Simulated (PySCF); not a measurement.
## Electronic structure of C5H8F3Si (SMILES C=C(C[SiH3])[C](F)C(F)F) (doublet) in real space

```yaml
atoms:
  - { symbol: C, position_ang: [0.3581, -1.4537, -0.7418] }
  - { symbol: C, position_ang: [0.1193, -0.1543, -0.3705] }
  - { symbol: C, position_ang: [-1.1918, 0.4949, -0.6624] }
  - { symbol: Si, position_ang: [-2.3625, 0.3442, 0.8460] }
  - { symbol: C, position_ang: [1.0734, 0.5777, 0.3253] }
  - { symbol: F, position_ang: [0.8095, 1.8604, 0.6751] }
  - { symbol: C, position_ang: [2.4196, 0.1265, 0.7724] }
  - { symbol: F, position_ang: [2.3499, -0.9682, 1.5825] }
  - { symbol: F, position_ang: [3.2098, -0.2602, -0.2693] }
  - { symbol: H, position_ang: [-0.3925, -2.0104, -1.2715] }
  - { symbol: H, position_ang: [1.2849, -1.9530, -0.5317] }
  - { symbol: H, position_ang: [-1.6460, 0.0233, -1.5319] }
  - { symbol: H, position_ang: [-1.0449, 1.5489, -0.8941] }
  - { symbol: H, position_ang: [-2.5410, -1.0784, 1.1420] }
  - { symbol: H, position_ang: [-3.6350, 0.9642, 0.4746] }
  - { symbol: H, position_ang: [-1.7645, 1.0283, 1.9899] }
  - { symbol: H, position_ang: [2.9469, 0.9216, 1.3209] }
```

Geometry: GFN2-xTB.

Computed with PySCF 2.14.0, density-fitted response routines, UKS B3LYP, pcH-1 on C F H Si, non-relativistic, mean-field spin-orbit, GIAO.

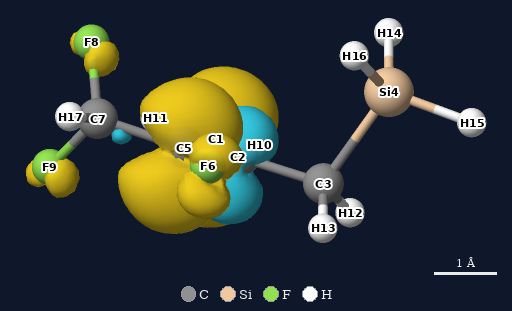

Figure 1. Isosurfaces of the spin density at +0.03 (yellow) and −0.03 e/Å³ (cyan), seen from one side.

Question: Describe the spin distribution.

Answer: The unpaired spin (1 electron) lies mostly on C1 (about 0.4), C5 (about 0.4) and F6 (about 0.1), in electrons by Hirshfeld's partition.

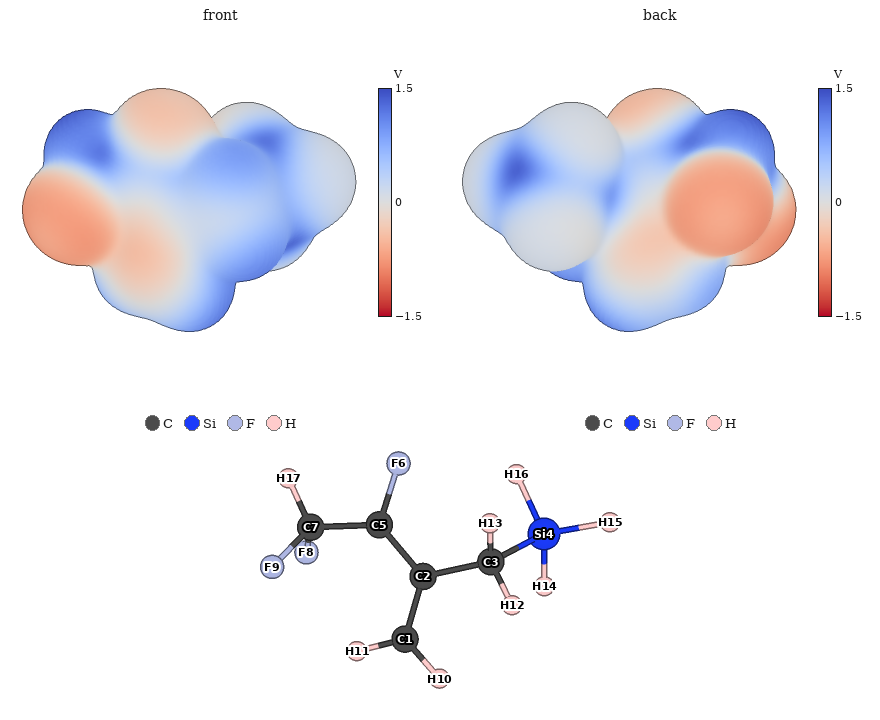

Figure 2. The molecular electrostatic potential painted on the density surface at 0.002 e/bohr³, seen from the front and from behind; the colour scale runs from red (negative) to blue (positive). The bare structure is drawn below in the same view.

Question: Where is the surface potential most negative and most positive?

Answer: The most negative region (about −0.8 V) lies over F8 and F9, the most positive (about +1.3 V) over Si4 and H17.

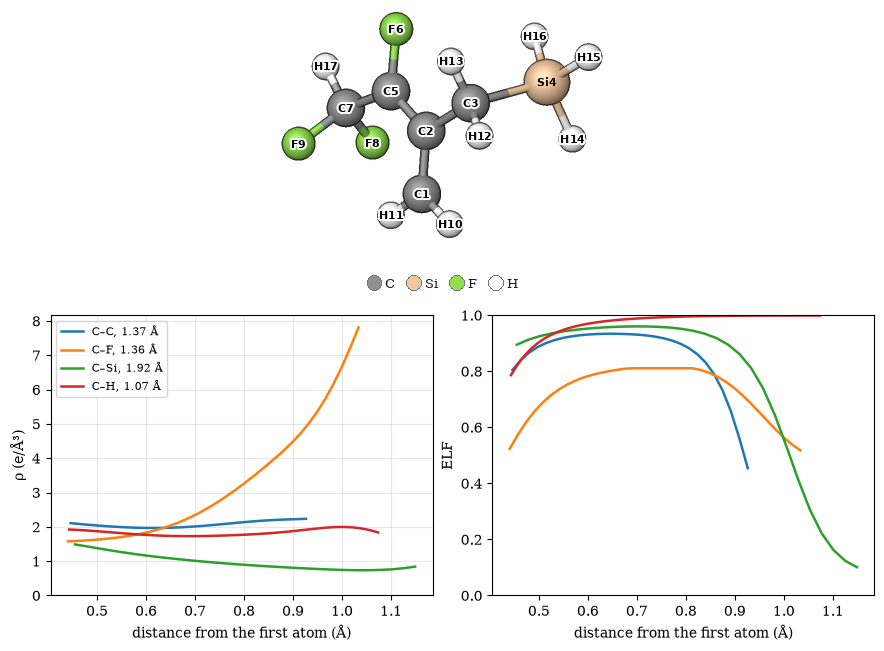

Figure 3. Electron density and ELF along straight lines between neighbouring atoms. The curves leave out the atomic cores. The structure is drawn too.

Question: Compare the contacts.

Answer: C–C (1.37 Å): the density is about 2 e/Å³ at the midpoint; the ELF peaks at about 0.95 between the atoms: a covalent bond.
C–F (1.36 Å): ρ at the midpoint is about 2.2 e/Å³; the ELF peaks at about 0.80 between the atoms, as expected for a polar covalent bond.
C–Si (1.92 Å): ρ is about 0.77 e/Å³ halfway; the ELF peaks at about 0.95 between the atoms, as expected for localised, covalent bonding.
C–H (1.07 Å): the density is about 1.8 e/Å³ at the midpoint; the ELF climbs to about 1 towards the hydrogen, as it does in any bond to H: an ordinary covalent bond to hydrogen.
